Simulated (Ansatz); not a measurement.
Three curves of one kind of scan: energy against volume (even scaling of the relaxed cell, symmetry kept). Level of theory: r2SCAN (plane waves to 500 eV, PAW, scalar-relativistic; Ansatz, a program for electronic structure). Each is measured from its own zero (the relaxed starting cell). 

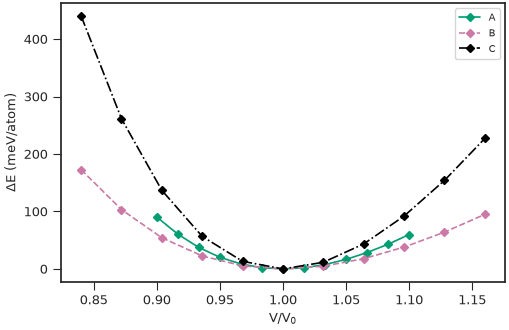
*Curves A, B and C.*

Q: Match the curves to these crystals:
- Rh (fcc, Cu type), a = b = c = 3.800 Å, α = β = γ = 90.00°
- YPb$_{3}$ (Cu3Au type), a = b = c = 4.8606 Å, α = β = γ = 90.00°
- Ga₂Pt (fluorite type, space group Fm-3m), a = b = c = 5.9349 Å, α = β = γ = 90.00°

A: A is Ga2Pt; B is YPb3; C is Rh.

All were relaxed with their symmetry unable to fall. Ga2Pt is run without spin polarisation. Rh is run without spin polarisation. Spin-orbit coupling is left out. This is a high-temperature form of Ga2Pt. YPb3 is run without spin polarisation.

(A scan under strain: stresses follow from slopes of the energy per volume, elastic moduli from its curvatures.)
